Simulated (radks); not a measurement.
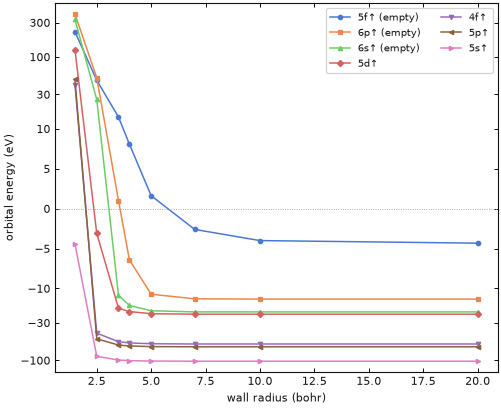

System: the rhenium ion Re²⁺, configuration [Xe] 4f14 5d5 (high spin). It is put inside a hard spherical wall of varying radius. The calculation used the in-house radial solver radks at this level: scalar-relativistic Kohn-Sham, LDA (Slater exchange, VWN5 correlation), spin-polarised, spherical densities, finite nucleus. The plot shows the outer orbital energies (spin up), on a scale that is linear within ±10 eV and logarithmic beyond.

> How do the levels move, and do any cross?

The levels rise as the wall closes in: 5d↑ goes from −22.8 eV at 20 bohr to 125.9 eV at 1.5 bohr and passes zero between 2.5 and 1.5 bohr. On compression 5f↑ drops below 6p↑ between 3.5 and 2.5 bohr, 5f↑ drops below 6s↑ between 2.5 and 1.5 bohr and 4f↑ drops below 5p↑ between 2.5 and 1.5 bohr; in each crossing pair the level of higher l rises less. The fastest to rise is 6p↑ (by 407.8 eV), the slowest 5s↑ (by 98.4 eV): the wall presses hardest on the most extended orbitals.
